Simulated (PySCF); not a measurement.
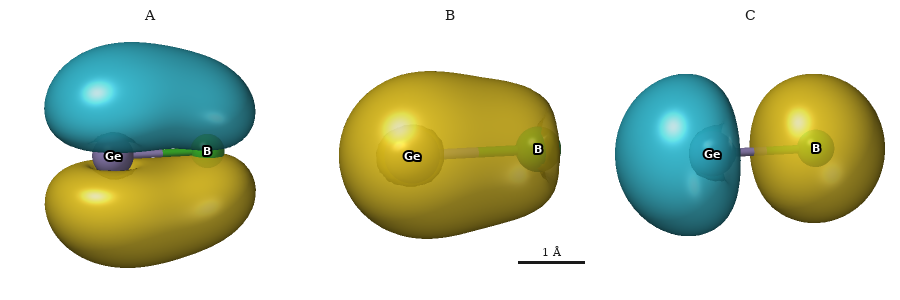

GeB (quartet). Three frontier β-spin orbitals, each drawn at the value that holds 80 % of its norm (yellow and cyan are the two phases), in no order; of a degenerate pair one member is drawn.

Level of theory: PBE0/aug-cc-pVDZ(-PP), non-relativistic Hamiltonian with scalar-relativistic core potentials where named, at a bond length of 1.994 Å in PySCF.

Q: Name the orbitals and rank them from lowest to highest energy.

A: Orbital B: σ, occupied in this spin, −13.79 eV; shared between the atoms (Ge 70 %, B 30 %).
Orbital C: σ, occupied in this spin, −8.31 eV; shared between the atoms (Ge 55 %, B 45 %).
Orbital A: π, empty in this spin, −3.16 eV; bonding, with no node between the atoms.
